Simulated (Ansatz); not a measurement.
AlF3

```yaml
atoms:
  - { symbol: Al, position_ang: [0.0000, 0.0000, 0.0000] }
  - { symbol: F, position_ang: [0.0000, 0.0000, 1.6944] }
  - { symbol: F, position_ang: [1.4674, 0.0000, -0.8472] }
  - { symbol: F, position_ang: [-1.4674, 0.0000, -0.8472] }
```

The calculation used RKS revPBE/cc-pVDZ (Ansatz).

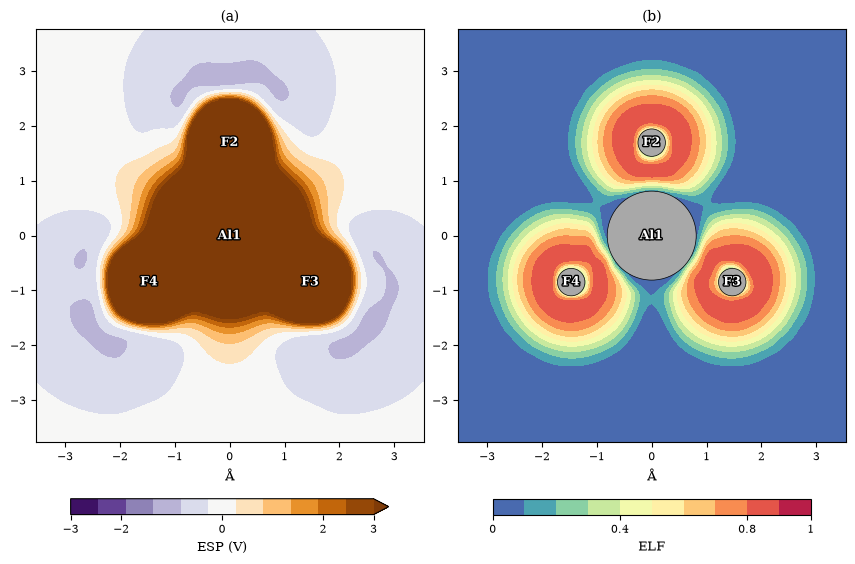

Figure 1. (a) molecular electrostatic potential; (b) ELF on the molecular plane. Grey discs cover the atomic cores in the ELF map.

Question: What does the map show?

Answer: Atoms in the plane: Al and F. Al–F (1.69 Å): the ELF peaks at about 0.85 in the valence shell of F, 0.6 Å from its nucleus, and is about 0.20 at the midpoint. The ELF also peaks beside F4, F3 and F2, away from the bonds: lone-pair regions. Outside the dense part of the molecule the potential is most negative (−1.1 V) near F2, F3 and F4.

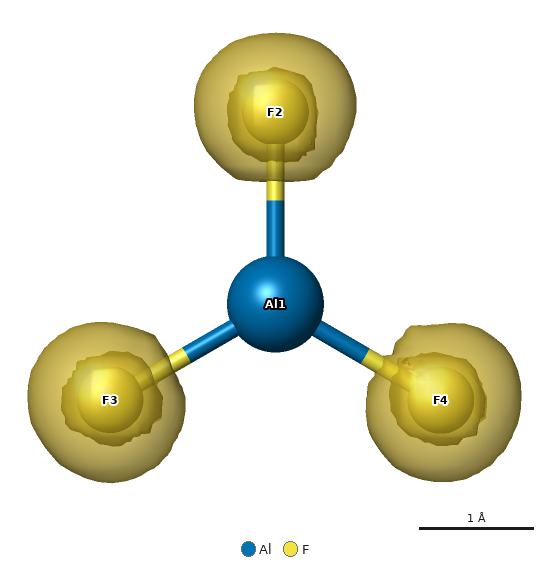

Figure 2. Isosurface of the ELF at 0.8 (yellow), seen across its widest extent. Only the valence region is drawn (cores and ρ < 0.01 e/Å³ removed).

Question: What do the ELF domains correspond to?

Answer: At this value the surface marks out three regions wrapped around F (the valence shell of each).

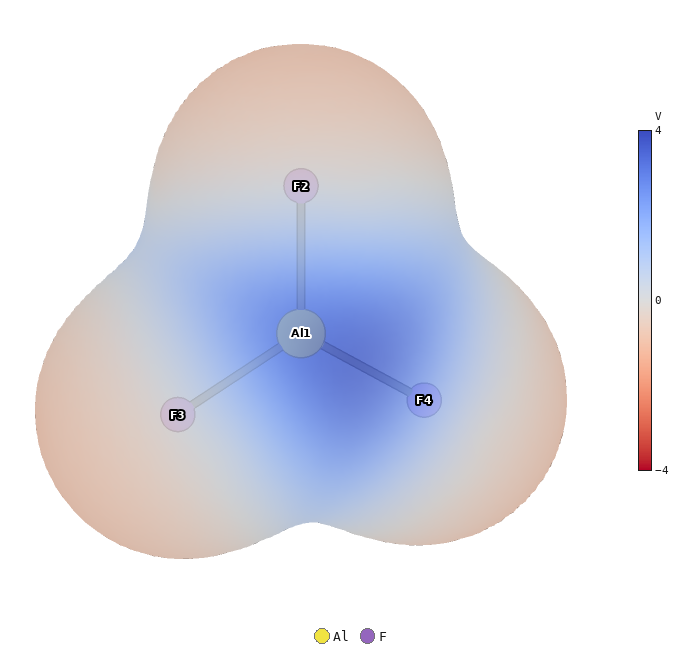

Figure 3. The molecular electrostatic potential painted on the density surface at 0.001 e/bohr³, seen at a tilt; red is negative and blue positive.

Question: Describe the electrostatic potential map.

Answer: The most negative region (about −0.8 V) lies over F2, F3 and F4, the most positive (about +3.4 V) over Al1.

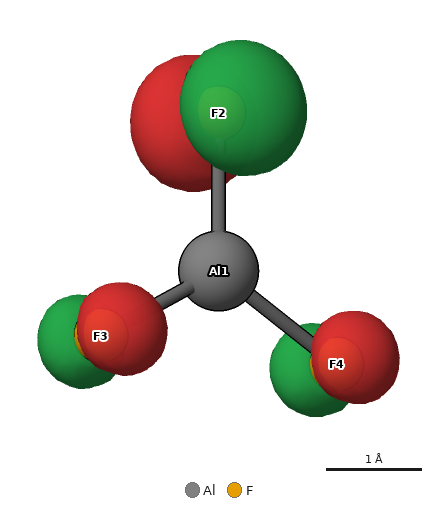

Figure 4. The HOMO−1 at ±0.2 Å⁻³ᐟ² (green and red are the two phases), seen at a tilt.

Question: What is the character of this orbital?

Answer: By Hirshfeld shares it lies mainly on F2 (about 60 %), F3 (about 15 %) and F4 (about 15 %); it changes sign across the molecular plane (π type); π-bonding across Al1–F3 and Al1–F4. It is one of a degenerate set, so its orientation is arbitrary. Its energy is −9.60 eV.
